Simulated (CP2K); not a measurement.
**CH5ClSiTe (SMILES [SiH3][Te]CCl): GFN1-xTB**

What is the energy change on altering one bond length of CH5ClSiTe at GFN1-xTB? 

The results are computed with CP2K 2026.2.

2 further runs of the same task are left out: 2 set aside as unsound or not needed.

## Step 1: The molecule

The species is CH5ClSiTe (9 atoms), meant as a singlet with charge 0. As SMILES, `[SiH3][Te]CCl`. The shape comes from GFN2-xTB, which is rough for such elements, and wasn't checked as a minimum. This is one conformer, not always the lowest.

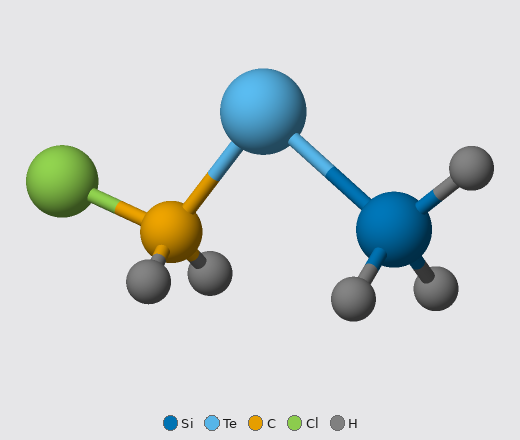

The structure, seen from a chosen angle (silicon blue, tellurium blue, carbon amber, chlorine green, hydrogen grey).

## Step 2: Energy and forces at GFN1-xTB

calc.inp reads:

```
&GLOBAL
   PROJECT calc
   RUN_TYPE ENERGY_FORCE
   PRINT_LEVEL MEDIUM
&END GLOBAL

&FORCE_EVAL
   METHOD QUICKSTEP
   &DFT
      &QS
         METHOD XTB
         EPS_DEFAULT 1.0E-10
         &XTB
            GFN_TYPE TBLITE
            &TBLITE
               METHOD GFN1
            &END TBLITE
            CHECK_ATOMIC_CHARGES F
         &END XTB
      &END QS
      &POISSON
         PERIODIC NONE
         POISSON_SOLVER ANALYTIC
      &END POISSON
      &SCF
         SCF_GUESS ATOMIC
         EPS_SCF 1.0E-07
         MAX_SCF 150
         ADDED_MOS 8
         &DIAGONALIZATION
            ALGORITHM STANDARD
         &END DIAGONALIZATION
         &MIXING
            METHOD DIRECT_P_MIXING
            ALPHA 0.4
         &END MIXING
         &SMEAR ON
            METHOD FERMI_DIRAC
            ELECTRONIC_TEMPERATURE [K] 300
         &END SMEAR
      &END SCF
      &PRINT
         &MOMENTS
            PERIODIC F
            REFERENCE COM
            MAX_MOMENT 1
         &END MOMENTS
         &MO ON
            ENERGIES T
            OCCUPATION_NUMBERS T
            NDIGITS 6
            &EACH
               QS_SCF 0
            &END EACH
            ADD_LAST NUMERIC
         &END MO
         &HIRSHFELD OFF
         &END HIRSHFELD
      &END PRINT
   &END DFT
   &SUBSYS
      &CELL
         ABC 15 18 14.7
         PERIODIC NONE
      &END CELL
      &COORD
         Si     0.370330     1.675640    -0.323900
         Te    -1.244510     0.263210     0.960410
         C     -0.321680    -1.577670     0.283470
         Cl    -1.175870    -2.949140     0.991250
         H     -0.003130     3.058740    -0.066270
         H      1.748820     1.439120     0.106850
         H      0.298150     1.396760    -1.758500
         H      0.712210    -1.634810     0.600680
         H     -0.384320    -1.671850    -0.793990
      &END COORD
      &TOPOLOGY
         &CENTER_COORDINATES
         &END CENTER_COORDINATES
      &END TOPOLOGY
   &END SUBSYS
   &PRINT
      &FORCES ON
      &END FORCES
   &END PRINT
&END FORCE_EVAL
```

Run with:

```bash
$ OMP_NUM_THREADS=1 cp2k.psmp -i calc.inp > calc.out 2>&1
```

The program printed:

```text
CP2K| version string:                                       CP2K version 2026.2
[...]
 GLOBAL| Method name                                                        CP2K
[...]
 GLOBAL| Run type                                                   ENERGY_FORCE
[...]
                             - Atoms:                                          9
[...]
                             - Spherical basis functions:                     41
[...]
 Number of electrons:                                                         26
[...]
  *** SCF run converged in    12 steps ***
[...]
  Fermi energy:                                                -0.29265671747776
[...]
 TB_DIPOLE| Moment [Debye]          0.23263123       0.99523801      -0.21202067
 TB_DIPOLE| Derivative [a.u.]       0.00000000       0.00000000       0.00000000
[...]
 ENERGY| Total FORCE_EVAL ( QS ) energy [hartree]            -14.711287667909639
 FORCES| Atomic forces [hartree/bohr]
 FORCES|   Atom     x               y               z               |f|
 FORCES|      1 -1.21658769E-02 -1.20909816E-02  9.69118651E-03   1.97007485E-02
 FORCES|      2  1.15451497E-02  8.41799525E-03 -9.11757967E-03   1.69494361E-02
 FORCES|      3 -8.61415051E-04 -4.87312675E-03  5.09529804E-04   4.97483877E-03
 FORCES|      4 -1.44315844E-03  2.05605563E-04  1.14162694E-03   1.85156474E-03
 FORCES|      5  2.41843818E-03 -1.48540872E-03 -1.79965298E-03   3.36065963E-03
 FORCES|      6 -2.59465944E-03  2.44968754E-03 -2.48597583E-03   4.34894269E-03
 FORCES|      7  1.76458164E-03  2.55676779E-03  2.95500847E-03   4.28752668E-03
 FORCES|      8  1.05417848E-03  2.39803262E-03 -8.23059962E-05   2.62080655E-03
 FORCES|      9  2.82761875E-04  2.42142830E-03 -8.11837262E-04   2.56950365E-03
 FORCES| Sum     8.18030539E-17  3.12250226E-17  4.23923049E-17
 FORCES| Total atomic force                                       9.72823169E-17
[...]
```

It took 1 s on 1 thread of Intel Xeon Platinum 8375C at 2.90GHz (Ice Lake), shared host; peak memory 0.19 GiB.

## Step 3: The distorted shape at the same level

job.inp reads:

```
&global
   project job
   run_type ENERGY_FORCE
   print_level MEDIUM
&end global

&force_eval
   method QUICKSTEP
   &dft
      charge 0
      multiplicity 1
      &qs
         method XTB
         eps_default 1.0E-10
         &xtb
            gfn_type TBLITE
            &tblite
               method GFN1
            &end tblite
            check_atomic_charges F
         &end xtb
      &end qs
      &poisson
         periodic NONE
         poisson_solver ANALYTIC
      &end poisson
      &scf
         scf_guess ATOMIC
         eps_scf 1.0E-07
         max_scf 150
         added_mos 8
         &diagonalization
            algorithm STANDARD
         &end diagonalization
         &mixing
            method DIRECT_P_MIXING
            alpha 0.4
         &end mixing
         &smear ON
            method FERMI_DIRAC
            electronic_temperature [K] 300
         &end smear
      &end scf
      &print
         &moments
            periodic F
            reference COM
            max_moment 1
         &end moments
         &mo ON
            energies T
            occupation_numbers T
            ndigits 6
            &each
               qs_scf 0
            &end each
            add_last NUMERIC
         &end mo
         &hirshfeld OFF
         &end hirshfeld
      &end print
   &end dft
   &subsys
      &cell
         abc [angstrom] 15 18 14.7
         periodic NONE
      &end cell
      &coord
         Si     0.473690     1.669928    -0.292188
         Te    -1.141150     0.257498     0.992122
         C     -0.218320    -1.583382     0.315182
         Cl    -1.072510    -2.954852     1.022962
         H      0.100230     3.053028    -0.034558
         H      1.852180     1.433408     0.138562
         H      0.401510     1.391048    -1.726788
         H      0.712210    -1.634810     0.600680
         H     -0.280960    -1.677562    -0.762278
      &end coord
      &topology
         &center_coordinates
         &end center_coordinates
      &end topology
   &end subsys
   &print
      &forces ON
      &end forces
   &end print
&end force_eval
```

Run with:

```bash
$ OMP_NUM_THREADS=1 cp2k.psmp -i job.inp -o job.out
```

The program printed:

```text
CP2K| version string:                                       CP2K version 2026.2
[...]
 GLOBAL| Method name                                                        CP2K
[...]
 GLOBAL| Run type                                                   ENERGY_FORCE
[...]
                             - Atoms:                                          9
[...]
                             - Spherical basis functions:                     41
[...]
 Number of electrons:                                                         26
[...]
  *** SCF run converged in    12 steps ***
[...]
  Fermi energy:                                                -0.29260028429437
[...]
 TB_DIPOLE| Moment [Debye]          0.25121204       0.98999096      -0.20919709
 TB_DIPOLE| Derivative [a.u.]       0.00000000       0.00000000       0.00000000
[...]
 ENERGY| Total FORCE_EVAL ( QS ) energy [hartree]            -14.702019227591162
 FORCES| Atomic forces [hartree/bohr]
 FORCES|   Atom     x               y               z               |f|
 FORCES|      1 -1.23120368E-02 -1.21332204E-02  9.75048699E-03   1.98462411E-02
 FORCES|      2  1.13248606E-02  8.65043305E-03 -9.30478654E-03   1.70194451E-02
 FORCES|      3 -9.18184022E-02  1.66534995E-04 -2.93171832E-02   9.63853928E-02
 FORCES|      4 -2.96750709E-03 -9.80545799E-04  1.47420484E-03   3.45555326E-03
 FORCES|      5  2.42810734E-03 -1.49105067E-03 -1.79170332E-03   3.36587851E-03
 FORCES|      6 -2.56642952E-03  2.48901409E-03 -2.50665678E-03   4.36635773E-03
 FORCES|      7  1.76219422E-03  2.55087521E-03  2.96432560E-03   4.28946606E-03
 FORCES|      8  9.64087463E-02 -1.80930418E-03  3.08676982E-02   1.01245912E-01
 FORCES|      9 -2.25953276E-03  2.55726374E-03 -2.13638573E-03   4.02606882E-03
 FORCES| Sum    -1.72604986E-16  3.46944695E-18  5.63785130E-17
 FORCES| Total atomic force                                       1.81612375E-16
[...]
```

It took 1.2 s on 1 thread of Intel Xeon Platinum 8375C at 2.90GHz (Ice Lake), shared host; peak memory 0.19 GiB.

## Step 4: Summary of results

At GFN1-xTB:

| quantity | value |
| --- | --- |
| first shape: total energy | -14.71129 Eh |
| first shape: dipole moment (from atomic charges alone) | 1.04 D |
| first shape: HOMO energy | -10.76 eV |
| first shape: LUMO energy | -7.07 eV |
| first shape: HOMO–LUMO gap | 3.69 eV |
| first shape: largest force on an atom | 1.013 eV/Å |
| distorted shape: total energy | -14.70202 Eh |
| distorted shape: dipole moment (from atomic charges alone) | 1.04 D |
| distorted shape: HOMO energy | -10.75 eV |
| distorted shape: LUMO energy | -7.07 eV |
| distorted shape: HOMO–LUMO gap | 3.69 eV |
| distorted shape: largest force on an atom | 5.206 eV/Å |
| energy change with the C3–H8 bond shortened from 1.083 to 0.975 Å | 0.252 eV |

**Reading.** With the C3–H8 bond shortened from 1.083 to 0.975 Å the energy rises by 0.25 eV (5.8 kcal/mol). The first shape isn't relaxed at this level, so the change isn't measured from a minimum. The largest force (first shape) is 1.01 eV/Å: the shape isn't a stationary point for this species at this level. The dipole (first shape) comes from point charges on the atoms alone, without atomic dipoles, so it is partial. The dipole (distorted shape) comes from point charges on the atoms alone, without atomic dipoles, so it is partial.
